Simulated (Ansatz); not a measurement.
```sh
ansatz run in.yaml --threads 2 --pin off --events-out ev --progress --plain --max-ram 4352MiB
```

```yaml
crystal:
  periodic: [false, false, false]
  atoms:
    - {symbol: Al, position_ang: [-0.048454, -0.407970, -0.098316]}
    - {symbol: Se, position_ang: [1.826788, 0.968454, 0.784182]}
    - {symbol: H, position_ang: [-0.808852, 1.039016, -0.518975]}
    - {symbol: H, position_ang: [2.697010, -0.124612, 1.247925]}
basis:
  gaussian: {orbitals: "def2-TZVPPD.json"}
total_charge: -1
hamiltonian: {xc: {name: wB97M-V}}
```

Describe the molecule in this file.

Formula AlH2Se(-). This geometry has Cs symmetry. All atoms lie on one plane. Coordination: 1 Al bent; 1 Se bent.

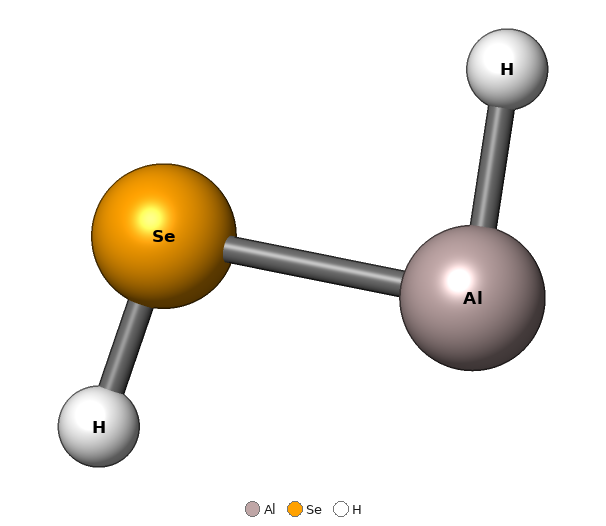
